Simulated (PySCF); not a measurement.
| atom | x (Å) | y (Å) | z (Å) |
| --- | --- | --- | --- |
| O | 2.5375 | 0.0654 | 0.4303 |
| Si | 1.0998 | 0.6123 | -0.0791 |
| C | -0.2833 | -0.5147 | 0.6636 |
| F | -0.1752 | -1.7763 | 0.0737 |
| C | -1.6840 | 0.0203 | 0.4474 |
| F | -1.7679 | 0.7575 | -0.7119 |
| H | 2.8157 | -0.8395 | 0.3069 |
| H | 0.9635 | 0.5462 | -1.5275 |
| H | 1.0139 | 1.9218 | 0.5457 |
| H | -0.1449 | -0.7001 | 1.7343 |
| H | -2.4144 | -0.7904 | 0.3592 |
| H | -1.9594 | 0.6969 | 1.2607 |

Geometry: GFN2-xTB.

Method: CAM-B3LYP/def2-SVPD, SCF density, gas phase (PySCF 2.14.0).

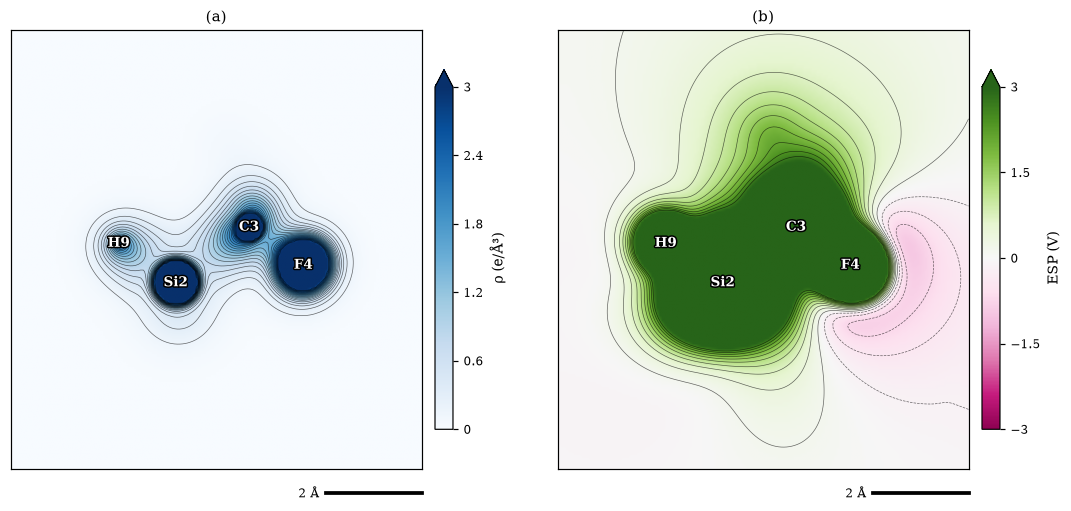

C$_{2}$H$_{6}$F$_{2}$OSi (SMILES O[SiH2][C@H](F)CF). (a) total electron density; (b) electrostatic potential on the plane of atoms Si2, C3 and F4.

Question: Describe what can be read from this map.

Answer: The plane passes through Si, C, F and H nuclei. C–F (1.40 Å): ρ at the midpoint is about 2 e/Å³, with its minimum of 1.5 e/Å³ about 0.5 Å from C. C–Si (1.93 Å): ρ at the midpoint is about 0.93 e/Å³. Si–H (1.45 Å): ρ is about 0.82 e/Å³ halfway. Outside the dense part of the molecule the potential is most negative (−0.9 V) near F4.
